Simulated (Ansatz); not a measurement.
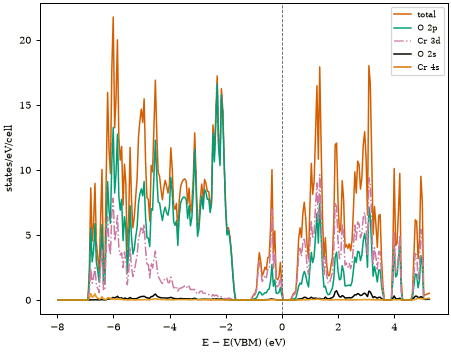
Figure. Total and projected density of states of KCr$_{3}$O$_{8}$ in space group C2/m (No. 12; Pearson symbol mS24), PBEsol (plane waves, PAW; program Ansatz)

Problem. Which orbitals carry the states next to the gap?

Solution. Top 1 eV of the valence band: Cr 3d 71 %, O 2p 25 %. Bottom 1 eV of the conduction band: Cr 3d 61 %, O 2p 33 %. Projections are on Löwdin-orthogonalised atomic valence shells; empty p or d shells of many metals are not among them.

Problem. Where is the tallest occupied peak in this window, and what makes it?

Solution. Near -6.0 eV, about 22 states/eV per cell; the largest projected share is O 2p.

The workflow started from a Materials Project entry (that database holds measured and hypothetical structures alike); the Crystallography Open Database files this formula in space group No. 12, but the cells were not matched. Whether it is the stable phase at ambient conditions was not checked. The cell was relaxed with PBEsol under the symmetry of its start; its stability against distortions is not shown here. The final state is ferromagnetic, chosen from 2 collinear starts compared on coarse meshes (ties went to the first, and starts can fall back to one state), not a proven ground state. No Hubbard U is applied.

Potentials: the earlier of the program's two PAW sets. The files were generated under PBE; for other functionals the program regenerates the frozen cores, and for LDA and PBEsol the local potential too.
